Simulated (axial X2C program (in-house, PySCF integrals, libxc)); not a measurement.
# TaSi⁺: properties at the nuclei

Wanted for TaSi⁺: properties at the nuclei, at the two-component level.

Computed with an in-house X2C program for linear molecules on PySCF integrals. Level: two-component X2C with atomic mean-field terms, Ta dyall-cv3z, Si dyall-v3z.

All values are calculated.

## (1) Set-up

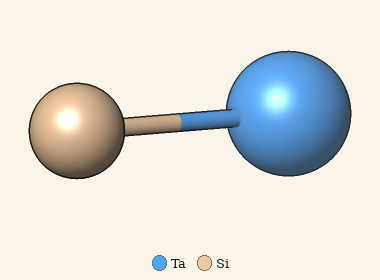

The two atoms at 2.620 Å (tantalum blue, silicon light orange).

task.json

```json
{"zs": [73, 14], "q": 1, "bas": ["dyall-cv3z", "dyall-v3z"], "r0": 2.62, "levels": ["PBE0", "HF", "TPSSh", "BP86", "LDA"], "nst": 3}
```

Keys: zs atomic numbers; q charge; bas basis sets; r0 starting distance in Å; levels methods (HF also brings MP2); nst determinants followed.

Started as:

```
> python soeom.py task.json out
```

Nuclei are Gaussian, cores are contracted, and the Gaunt term is on.

## (2) Expectation values, lowest determinant

R = 2.450 Å. State: Ω = 4 (excess of +ω over −ω: ω = 3/2, ω = 5/2).

Output of the PBE0 run:

```text
two-component X2C + atomic mean field  PBE0
basis functions 231  fitting functions 1204  grid points 5084
iter        total energy     max residual
   1     -15893.111198951     1.02e-05
   2     -15893.111198952     2.22e-05
   3     -15893.111198964     4.69e-06
   4     -15893.111198965     3.75e-06
converged
one-electron -22222.04559357  Coulomb 6462.68968672  exact exchange -83.89998909  xc functional -257.21369543  nuclear repulsion 220.74249370  atomic mean-field constant -13.38410130
```

The highest occupied spinor is 58% Si p, 19% Ta s, 11% Ta d.

```
level  Eeff magnitude (GV/cm)  Ws magnitude Ta (kHz)  A∥/gI Ta (MHz)  qzz Ta (a.u.)  A∥/gI Si (MHz)  qzz Si (a.u.)
 PBE0                      12                   2.18            1140          -3.33           -17.1          -1.86
   HF                    16.6                   4.93            1220          -4.35           -51.5          -1.80
TPSSh                    12.8                   2.44            1170          -3.47           -11.7          -1.81
 BP86                    13.3                   2.55            1190          -3.63           -14.3          -1.72
  LDA                    13.5                    2.6            1090          -3.50           -12.8          -1.69
```

Eeff is the effective electric field on the electron dipole moment in this Ω state and Ws the scalar–pseudoscalar constant (defined with the proton number Z and per Ω); A∥ is the parallel hyperfine constant, which follows by multiplying with the nuclear g factor gI = μI/(I μN); qzz is the electric field gradient, eQq0 = 234.96 MHz × Q/barn × qzz. The operators were transformed with the bare-nucleus X2C matrices.

## (3) Expectation values, a higher determinant

R = 2.450 Å. State: Ω = 1 (excess of +ω over −ω: 2 × ω = 1/2), 0.18 eV above the lowest in the PBE0 search for states (made at or near this distance, with looser thresholds).

Output of the PBE0 run:

```text
two-component X2C + atomic mean field  PBE0
basis functions 231  fitting functions 1204  grid points 5084
iter        total energy     max residual
   1     -15893.104552313     1.94e-05
   2     -15893.104552328     2.19e-05
   3     -15893.104552340     1.31e-05
   4     -15893.104552352     9.91e-06
   5     -15893.104552360     2.04e-06
   6     -15893.104552361     2.23e-06
converged
one-electron -22223.16368660  Coulomb 6463.82933795  exact exchange -83.90452348  xc functional -257.22407263  nuclear repulsion 220.74249370  atomic mean-field constant -13.38410130
```

The highest occupied spinor is 55% Si p, 32% Ta d, 5% Ta p.

```
level  Eeff magnitude (GV/cm)  Ws magnitude Ta (kHz)  A∥/gI Ta (MHz)  qzz Ta (a.u.)  A∥/gI Si (MHz)  qzz Si (a.u.)
 PBE0                    3.26                   5.37            6220          -2.54             341          -0.17
   HF                    12.3                   15.9            5140          -4.07             312          -0.55
TPSSh                    2.26                   4.21            6210          -2.54             337          -0.16
 BP86                    3.04                   1.38            6680          -2.74             330          -0.08
  LDA                    4.89                   3.37            6820          -2.89             348          -0.09
```

## (4) Expectation values, a higher determinant

R = 2.450 Å. State: Ω = 3 (excess of +ω over −ω: ω = 1/2, ω = 5/2), 0.22 eV above the lowest in the PBE0 search for states (made at or near this distance, with looser thresholds).

Output of the PBE0 run:

```text
two-component X2C + atomic mean field  PBE0
basis functions 231  fitting functions 1204  grid points 5084
iter        total energy     max residual
   1     -15893.102949404     9.46e-06
   2     -15893.102949417     7.03e-06
   3     -15893.102949420     4.86e-06
   4     -15893.102949426     2.71e-06
   5     -15893.102949427     9.31e-07
converged
one-electron -22224.30803631  Coulomb 6465.04887626  exact exchange -83.92889442  xc functional -257.27328736  nuclear repulsion 220.74249370  atomic mean-field constant -13.38410130
```

The highest occupied spinor is 99% Ta d.

```
level  Eeff magnitude (GV/cm)  Ws magnitude Ta (kHz)  A∥/gI Ta (MHz)  qzz Ta (a.u.)  A∥/gI Si (MHz)  qzz Si (a.u.)
 PBE0                     4.5                   2.37            1960           3.03            22.5          -0.38
   HF                       6                   2.91            1480           2.05            15.6          -0.45
TPSSh                    4.11                   2.16            1920           3.02            42.5          -0.35
 BP86                   0.955                  0.395            2200           2.60            30.5          -0.30
  LDA                     3.6                  0.577            2310           1.85            38.4          -0.26
```

## (5) Summary of results

```
                                        quantity                                           value
                              lowest determinant  Ω = 4 (excess of +ω over −ω: ω = 3/2, ω = 5/2)
                    Eeff magnitude (GV/cm), PBE0                                              12
                     Ws magnitude Ta (kHz), PBE0                                            2.18
                            A∥/gI Ta (MHz), PBE0                                            1140
                             qzz Ta (a.u.), PBE0                                           -3.33
                              higher determinant       Ω = 1 (excess of +ω over −ω: 2 × ω = 1/2)
Eeff magnitude (GV/cm), PBE0, higher determinant                                            3.26
 Ws magnitude Ta (kHz), PBE0, higher determinant                                            5.37
        A∥/gI Ta (MHz), PBE0, higher determinant                                            6220
         qzz Ta (a.u.), PBE0, higher determinant                                           -2.54
                              higher determinant  Ω = 3 (excess of +ω over −ω: ω = 1/2, ω = 5/2)
Eeff magnitude (GV/cm), PBE0, higher determinant                                             4.5
 Ws magnitude Ta (kHz), PBE0, higher determinant                                            2.37
        A∥/gI Ta (MHz), PBE0, higher determinant                                            1960
         qzz Ta (a.u.), PBE0, higher determinant                                            3.03
```

In the first state, the effective field runs from 12 to 16.6 GV/cm over the mean-field levels. The expectation values come from single determinants, which for open shells can mix terms of unlike spin or miss the lowest Ω, so a determinant need not be a state. Eeff is the effective electric field on the electron dipole moment in this Ω state and Ws the scalar–pseudoscalar constant (defined with the proton number Z and per Ω); A∥ is the parallel hyperfine constant, which follows by multiplying with the nuclear g factor gI = μI/(I μN); qzz is the electric field gradient, eQq0 = 234.96 MHz × Q/barn × qzz. The operators were transformed with the bare-nucleus X2C matrices.
